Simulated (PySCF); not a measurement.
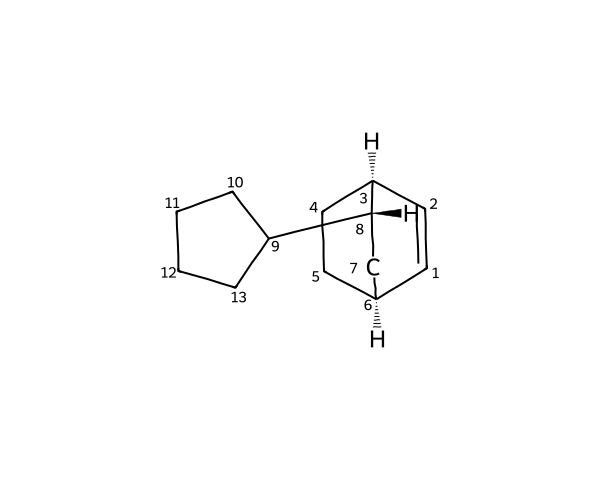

A structural formula, with wedges where it has stereocentres; small numbers name the atoms. The configuration is that of a computed structure (PBE0-D3(BJ)/def2-SVP).

### Give the R/S and E/Z labels.

C3: S; C6: S; C8: R.
